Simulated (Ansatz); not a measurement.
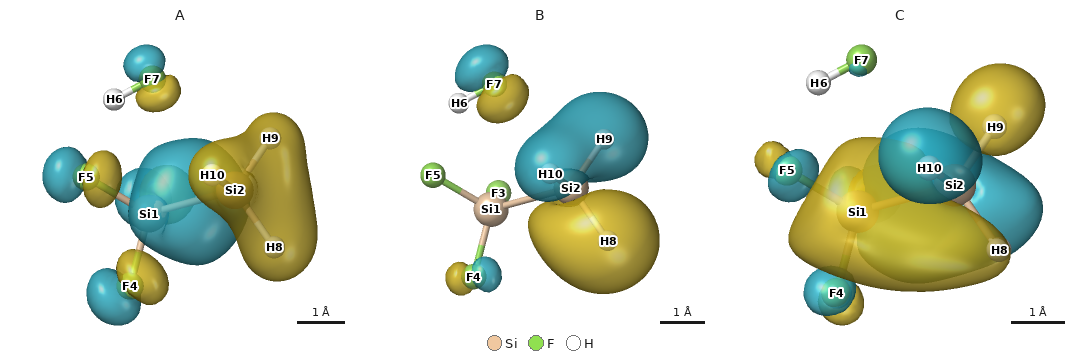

Figure 1: F3H3Si2···HF. Three frontier orbitals at ±0.08 Å⁻³ᐟ² (yellow and cyan are the two phases), in no order.

Computed with RKS B3LYP-D4/def2-SVP in Ansatz 0.2.0.

```xyz
10

Si   -0.9760    0.5477    0.3522
Si    0.4745   -1.2793    0.3179
F    -2.0980    0.5266   -0.8012
F    -1.7480    0.7016    1.7582
F    -0.1820    1.9697    0.1658
H     1.0206    1.6153   -1.1424
F     1.2406    0.8708   -1.6628
H    -0.0916   -2.3039    1.2408
H     0.5651   -1.8222   -1.0589
H     1.7945   -0.8263    0.8305
```

Question: Which picture is the HOMO−1, the HOMO and the LUMO?

Answer: B is the HOMO−1 (−10.01 eV). By Hirshfeld shares it lies mainly on Si2 (about 40 %), H8 (about 30 %), H9 (about 15 %) and F7 (about 5 %). A is the HOMO (−9.24 eV). It lies mainly on Si2 (about 35 %), Si1 (about 30 %), F4 (about 10 %), F3 (about 10 %) and F5 (about 5 %). C is the LUMO (−0.43 eV). Its weight (Hirshfeld) is mainly on Si2 (about 35 %), Si1 (about 35 %), H10 (about 10 %) and H9 (about 5 %); π-bonding across Si2–Si1.

Question: What is the HOMO–LUMO gap?

Answer: 8.81 eV between the orbital energies.
